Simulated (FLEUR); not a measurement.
## Magnetic state of KCoF3 from several starts

Wanted: the moments of KCoF3 and the energy of each order that was tried.

Method: PBEsol with U = 3.5 eV on Co d; all-electron FLAPW, Dirac cores, scalar-relativistic bands, in FLEUR MaX-R8.1.

## (1) Starting point

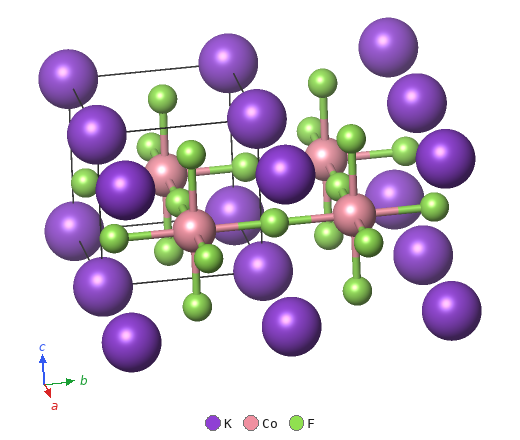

The cell as given, slightly off an axis (potassium purple, cobalt pink, fluorine green). 2×2×1 cells are drawn. Some periodic images of atoms are drawn too.

As a file:

```xyz
5
Lattice="4.0710 0.0000 0.0000 0.0000 4.0710 0.0000 0.0000 0.0000 4.0710" Properties=species:S:1:pos:R:3 pbc="T T T"
K     0.0000    0.0000    0.0000
Co    2.0355    2.0355    2.0355
F     0.0000    2.0355    2.0355
F     2.0355    0.0000    2.0355
F     2.0355    2.0355    0.0000
```

## (2) Start 1: ferro +

The parallel start is the test of whether parallel moments hold. The U counters the self-interaction that shrinks the moments of a localised shell.

inpgen writes inp.xml from crystal.txt; cutoffs, mixing, functional, smearing and local orbitals are then set in the file. The k list default-1 (kpts.xml, not shown) is a Γ-centred 6×6×6 mesh; where the ranks do not divide the number of points, some are split in two of half the weight.

Contents of inp.xml:

```
<?xml version="1.0" encoding="UTF-8" standalone="no"?>
<fleurInput fleurInputVersion="0.39">
   <comment>
      KCoF3
   </comment>
   <calculationSetup>
      <cutoffs Kmax="4.4" Gmax="13.2" GmaxXC="13.2" numbands="0"/>
      <scfLoop itmax="130" minDistance="0.0001" maxIterBroyd="15" imix="Anderson" alpha="0.05" precondParam="0.0" spinf="2.0" sdNocoIR="T"/>
      <coreElectrons ctail="T" frcor="F" kcrel="0" coretail_lmax="0"/>
      <xcFunctional name="PBEs" relativisticCorrections="F"/>
      <magnetism jspins="2"/>
      <soc l_soc="F" theta="0.0" phi="0.0" spav="F"/>
      <expertModes spex="0" secvar="F"/>
      <geometryOptimization l_f="F" forcealpha="1.0" forcemix="BFGS" epsdisp="0.00001" epsforce="0.00001"/>
      <ldaU l_linMix="F" mixParam="0.05" spinf="1.0"/>
   </calculationSetup>
   <cell>
      <bzIntegration valenceElectrons="47.0" mode="hist" fermiSmearingEnergy="0.00110248">
         <kPointListSelection listName="default-1"/>
         <xi:include xmlns:xi="http://www.w3.org/2001/XInclude" href="kpts.xml"> </xi:include>
      </bzIntegration>
      <xi:include xmlns:xi="http://www.w3.org/2001/XInclude" href="sym.xml"> </xi:include>
      <bulkLattice scale="1.0">
         <bravaisMatrix>
            <row-1>    7.6930750532465995     0.0000000000000000     0.0000000000000000</row-1>
            <row-2>    0.0000000000000000     7.6930750532465995     0.0000000000000000</row-2>
            <row-3>    0.0000000000000000     0.0000000000000000     7.6930750532465995</row-3>
         </bravaisMatrix>
      </bulkLattice>
   </cell>
   <atomSpecies>
      <species name="Potassium (K)" element="K" atomicNumber="19">
         <mtSphere radius="2.8" gridPoints="925" logIncrement="0.013"/>
         <atomicCutoffs lmax="10" lnonsphr="8"/>
         <electronConfig flipSpins="F">
            <coreConfig>(1s1/2) (2s1/2) (2p1/2) (2p3/2)</coreConfig>
            <valenceConfig>(3s1/2) (3p1/2) (3p3/2) (4s1/2)</valenceConfig>
            <stateOccupation state="(4s1/2)" spinUp="0.500000" spinDown="0.500000"/>
         </electronConfig>
         <energyParameters s="4" p="4" d="3" f="4"/>
         <lo type="SCLO" l="0" n="3" eDeriv="0"/>
         <lo type="SCLO" l="1" n="3" eDeriv="0"/>
      </species>
      <species name="Cobalt (Co3.000" element="Co" atomicNumber="27">
         <mtSphere radius="2.4" gridPoints="793" logIncrement="0.015"/>
         <atomicCutoffs lmax="10" lnonsphr="8"/>
         <electronConfig flipSpins="F">
            <coreConfig>(1s1/2) (2s1/2) (2p1/2) (2p3/2)</coreConfig>
            <valenceConfig>(3s1/2) (3p1/2) (3p3/2) (4s1/2) (3d3/2) (3d5/2)</valenceConfig>
            <stateOccupation state="(3d3/2)" spinUp="2.0" spinDown="0.8"/>
            <stateOccupation state="(3d5/2)" spinUp="3.0" spinDown="1.2"/>
         </electronConfig>
         <energyParameters s="4" p="4" d="3" f="4"/>
         <ldaU l="2" U="3.5" J="0.0" l_amf="F"/>
         <lo type="SCLO" l="0" n="3" eDeriv="0"/>
         <lo type="SCLO" l="1" n="3" eDeriv="0"/>
      </species>
      <species name="Fluorine (F)" element="F" atomicNumber="9">
         <mtSphere radius="1.35" gridPoints="447" logIncrement="0.024"/>
         <atomicCutoffs lmax="6" lnonsphr="4"/>
         <electronConfig flipSpins="F">
            <coreConfig>(1s1/2)</coreConfig>
            <valenceConfig>(2s1/2) (2p1/2) (2p3/2)</valenceConfig>
            <stateOccupation state="(2p1/2)" spinUp="0.833333" spinDown="0.833333"/>
            <stateOccupation state="(2p3/2)" spinUp="1.666667" spinDown="1.666667"/>
         </electronConfig>
         <energyParameters s="2" p="2" d="3" f="4"/>
      </species>
   </atomSpecies>
   <atomGroups>
      <atomGroup species="Potassium (K)">
         <relPos label="                   1">.0000000000 .0000000000 .0000000000</relPos>
         <force calculate="T" relaxXYZ="TTT"/>
      </atomGroup>
      <atomGroup species="Cobalt (Co3.000">
         <relPos label="                   2">1.000/2.000 1.000/2.000 1.000/2.000</relPos>
         <force calculate="T" relaxXYZ="TTT"/>
      </atomGroup>
      <atomGroup species="Fluorine (F)">
         <relPos label="                   3">.0000000000 1.000/2.000 1.000/2.000</relPos>
         <relPos label="                   4">1.000/2.000 .0000000000 1.000/2.000</relPos>
         <relPos label="                   5">1.000/2.000 1.000/2.000 .0000000000</relPos>
         <force calculate="T" relaxXYZ="TTT"/>
      </atomGroup>
   </atomGroups>
   <output dos="F" band="F" slice="F">
      <bandDOS minEnergy="-.5*Htr" maxEnergy="0.5*Htr" sigma="0.015" storeEVData="T"/>
      <plotting iplot="0" polar="F">
         <plot TwoD="T" vec1="  1.0  0.0  0.0" vec2="  0.0  1.0  0.0" vec3="  0.0  0.0  1.0" zero="  0.0  0.0  0.0" file="plot"/>
      </plotting>
      <moessbauerParams electricFieldGradient="F" isomerShift="F" coreHyperfine="F" valenceHyperfine="F"/>
   </output>
</fleurInput>
```

Contents of crystal.txt:

```
KCoF3
&input film=F cartesian=F /
4.07100000000  0.00000000000  0.00000000000
0.00000000000  4.07100000000  0.00000000000
0.00000000000  0.00000000000  4.07100000000
1.8897261246
1.0 1.0 1.0

5
19 0.00000000000  0.00000000000  0.00000000000
27 0.50000000000  0.50000000000  0.50000000000 : 3.000
9 0.00000000000  0.50000000000  0.50000000000
9 0.50000000000  0.00000000000  0.50000000000
9 0.50000000000  0.50000000000  0.00000000000

&kpt div1=6 div2=6 div3=6 gamma=T /
```

Run with:

```console
OMP_NUM_THREADS=1 inpgen -f crystal.txt > inpgen.log  # inp.xml is then edited as shown
OMP_NUM_THREADS=1 mpirun -n 4 fleur_MPI > fleur.log
```

Output:

```text
Welcome to FLEUR        (www.flapw.de)
      MaX-Release 8.1          (www.max-centre.eu)

 ========== k-point set info ==========
 Selected k-point list: default-1
 k-point list type: mesh
 6 x 6 x 6
 Number of k points: 20

 ------------Calculation Setup---------------------------
 Number of MPI-tasks      :            4
 Number of PE/node        :            4
 Number of OMP-threads    :            1
 k-points in parallel     :            4
 pe's per k-point         :            1
 No of k-point loops      :            5
 Eigenvalue solver        :       lapack
 Number of basis functions:          721
 Approximate size of matrices (H+S) per k-point:         0.008 GB
 --------------------------------------------------------
 no density matrix found ... skipping LDA+U
 Reset of history
 Iteration:     1   Distance:      16.18911459 me/bohr^3
 Iteration:     2   Distance:      15.21653629 me/bohr^3
 Iteration:     3   Distance:      13.98555848 me/bohr^3
 Iteration:     4   Distance:       8.96355690 me/bohr^3
 Iteration:     5   Distance:       4.62272600 me/bohr^3
 Iteration:     6   Distance:       2.71300339 me/bohr^3
 Iteration:     7   Distance:       0.43432231 me/bohr^3
 Iteration:     8   Distance:       0.55108563 me/bohr^3
 Iteration:     9   Distance:       0.08375829 me/bohr^3
 Iteration:    10   Distance:       0.06261370 me/bohr^3
 Iteration:    11   Distance:       0.02877593 me/bohr^3
 Iteration:    12   Distance:       0.02982289 me/bohr^3
 Iteration:    13   Distance:       0.00446440 me/bohr^3
 Iteration:    14   Distance:       0.00153422 me/bohr^3
 Iteration:    15   Distance:       0.00054417 me/bohr^3
 Iteration:    16   Distance:       0.00006908 me/bohr^3

 ********************************************************************
 Run finished successfully
 Stop message:
   all done
 ********************************************************************

--- out.xml (last complete iteration) ---
<iteration numberForCurrentRun="   16" overallNumber="   16">
         [... left out ...]
         <bandgap value="0.0060715205" units="eV"/>
         <sumValenceSingleParticleEnergies value="-20.1607420541" units="Htr"/>
         <FermiEnergy value="0.2841998397" units="Htr"/>
         <valenceDensity>
            <mtCharges spin="1">
               <mtCharge atomType="1" total="3.9764892" s="1.0056498" p="2.9279864" d="0.0323955" f="0.0073298"/>
               <mtCharge atomType="2" total="9.3452057" s="1.1435517" p="3.1812353" d="4.9484669" f="0.0470427"/>
               <mtCharge atomType="3" total="2.7628352" s="0.7845501" p="1.9766881" d="0.0013545" f="0.0001982"/>
            </mtCharges>
            <mtCharges spin="2">
               <mtCharge atomType="1" total="3.9781889" s="1.0058138" p="2.9281612" d="0.0334598" f="0.0075949"/>
               <mtCharge atomType="2" total="6.5699031" s="1.1271824" p="3.1669065" d="2.2059920" f="0.0459692"/>
               <mtCharge atomType="3" total="2.6932795" s="0.7789424" p="1.9133167" d="0.0008770" f="0.0001133"/>
            </mtCharges>
            <spinDependentCharge spin="1" total="25.0000000" interstitial="3.3897994" mtSpheres="21.6102006"/>
            <spinDependentCharge spin="2" total="22.0000000" interstitial="3.3720696" mtSpheres="18.6279304"/>
            <totalCharge value="47.0000000000"/>
         </valenceDensity>
         [... left out ...]
         <allElectronCharges>
            <spinDependentCharge spin="1" total="38.0000000" interstitial="3.3897991" mtSpheres="34.6102009"/>
            <spinDependentCharge spin="2" total="35.0000000" interstitial="3.3720693" mtSpheres="31.6279307"/>
            <totalCharge value="72.9999999950"/>
         </allElectronCharges>
         <magneticMomentsInMTSpheres units="muBohr">
            <globalMagMoment atomType="1" vec="0.00000   0.00000  -0.00170"/>
            <localMagMoment atomType="1" vec="0.00000   0.00000  -0.00170"/>
            <globalMagMoment atomType="2" vec="0.00000   0.00000   2.77530"/>
            <localMagMoment atomType="2" vec="0.00000   0.00000   2.77530"/>
            <globalMagMoment atomType="3" vec="0.00000   0.00000   0.06956"/>
            <localMagMoment atomType="3" vec="0.00000   0.00000   0.06956"/>
         </magneticMomentsInMTSpheres>
         <moessbauerParams unitsHFF="kG" unitsIS="e/bohr^3" unitsEFG="Htr/bohr^2">
         </moessbauerParams>
         <totalEnergy value="    -2292.4047173887" units="Htr">
            <sumOfEigenvalues value="    -1290.7140967361">
               <coreElectrons value="-1270.5533546820"/>
               <valenceElectrons value="-20.1607420541"/>
            </sumOfEigenvalues>
            <densityCoulombPotentialIntegral value="-3447.6587600327"/>
            <densityEffectivePotentialIntegral value="-3606.2984454107"/>
            <chargeDenXCDenIntegral value="-121.3800909556"/>
            <FockExchangeEnergyValence value="0.0000000000"/>
            <FockExchangeEnergyCore value="0.0000000000"/>
            <atomTypeDependentContributions atomType="1">
               <electronNucleiInteractionDifferentMTs value="714.0967262607"/>
               <MadelungTerm value="-7.0913381076"/>
            </atomTypeDependentContributions>
            <atomTypeDependentContributions atomType="2">
               <electronNucleiInteractionDifferentMTs value="1666.5809579000"/>
               <MadelungTerm value="-10.2625901933"/>
            </atomTypeDependentContributions>
            <atomTypeDependentContributions atomType="3">
               <electronNucleiInteractionDifferentMTs value="346.8220222219"/>
               <MadelungTerm value="-18.3271222204"/>
            </atomTypeDependentContributions>
            <dftUCorrection value="-0.4011618125"/>
            <tkbTimesEntropy value="0.0005692407"/>
            <freeEnergy value="-2292.4052866294"/>
            <extrapolationTo0K value="-2292.4050020091"/>
         </totalEnergy>
         <ldaUDensityMatrix>
            <densityMatrixFor spin="1" atomType="2" uIndex="1" l="2" U="3.50000000" J="0.00000000">
               (+0.99423,+0.00000) (+0.00000,+0.00000) (+0.00000,+0.00000) (+0.00000,+0.00000) (+0.02268,+0.00000)
               (+0.00000,+0.00000) (+0.97155,+0.00000) (+0.00000,+0.00000) (+0.00000,+0.00000) (+0.00000,+0.00000)
               (+0.00000,+0.00000) (+0.00000,+0.00000) (+1.01691,+0.00000) (+0.00000,+0.00000) (+0.00000,+0.00000)
               (+0.00000,+0.00000) (+0.00000,+0.00000) (+0.00000,+0.00000) (+0.97155,+0.00000) (+0.00000,+0.00000)
               (+0.02268,+0.00000) (+0.00000,+0.00000) (+0.00000,+0.00000) (+0.00000,+0.00000) (+0.99423,+0.00000)
            </densityMatrixFor>
            <densityMatrixFor spin="2" atomType="2" uIndex="1" l="2" U="3.50000000" J="0.00000000">
               (+0.38608,+0.00000) (+0.00000,+0.00000) (+0.00000,+0.00000) (+0.00000,+0.00000) (-0.27560,+0.00000)
               (+0.00000,+0.00000) (+0.66168,+0.00000) (+0.00000,+0.00000) (+0.00000,+0.00000) (+0.00000,+0.00000)
               (+0.00000,+0.00000) (+0.00000,+0.00000) (+0.11047,+0.00000) (+0.00000,+0.00000) (+0.00000,+0.00000)
               (+0.00000,+0.00000) (+0.00000,+0.00000) (+0.00000,+0.00000) (+0.66168,+0.00000) (+0.00000,+0.00000)
               (-0.27560,+0.00000) (+0.00000,+0.00000) (+0.00000,+0.00000) (+0.00000,+0.00000) (+0.38608,+0.00000)
            </densityMatrixFor>
         </ldaUDensityMatrix>
         <ldaUDensityMatrixConvergence>
            <distance spin="1" distance="0.000000"/>
            <distance spin="2" distance="0.000002"/>
         </ldaUDensityMatrixConvergence>
         <densityConvergence units="me/bohr^3">
            <chargeDensity spin="1" distance="0.0000280585"/>
            <chargeDensity spin="2" distance="0.0000455115"/>
            <overallChargeDensity distance="0.0000690787"/>
            <spinDensity distance="0.0000307457"/>
         </densityConvergence>
      </iteration>
```

Wall time 31 s (4 MPI ranks of Intel Xeon Platinum 8488C (Sapphire Rapids), shared host); peak memory 0.35 GiB.

Spin moment in the muffin-tin sphere by atom:

| atom | spin moment in the muffin-tin sphere (μB) |
| --- | --- |
| K1 | 0.00 |
| Co2 | 2.78 |
| F3 | 0.07 |
| F4 | 0.07 |
| F5 | 0.07 |

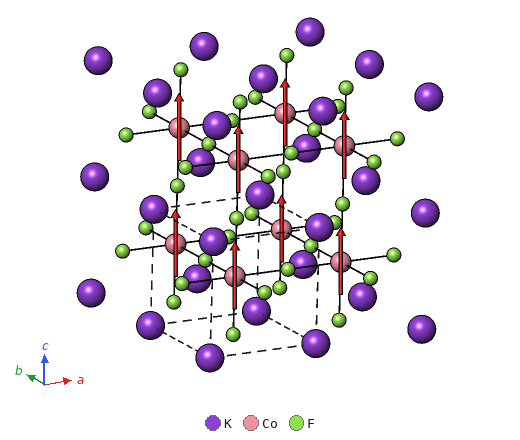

Spin moment in the muffin-tin sphere as arrows, the longest 2.78 μB. Up and down stand for the sign. Arrows give size and sign along the axis of quantisation, drawn up and down the page. 2×2×2 cells are drawn. Some periodic images of atoms are drawn too.

Numbers from this step:

| Quantity | Value |
| --- | --- |
| free energy | -62379.5257 eV |
| program's band gap on this mesh (in a metal only a level spacing) | 0.006072 eV |
| magnetization | 3 μB |
| final state | ferromagnetic |

After 16 cycles the largest moment stands at 2.78 μB.

(Part 1 of 2 ends here.)

[Logs and program files are shortened in this print: banners, set-up blocks, solver, clock and traceback lines can be left out without a mark of their own.]

[Logs are printed without paths, hosts, clocks, repeated set-up lines and the standing remarks that a program may print on its own settings, such as how far it seeks lower states.]

[Hosts, paths, dates, database ids (printed as entryN), source tags and the programs' standing remarks are cut or masked in the printed files.]

[Where a cell is said to come from a database of computed structures, the database is the Materials Project.]
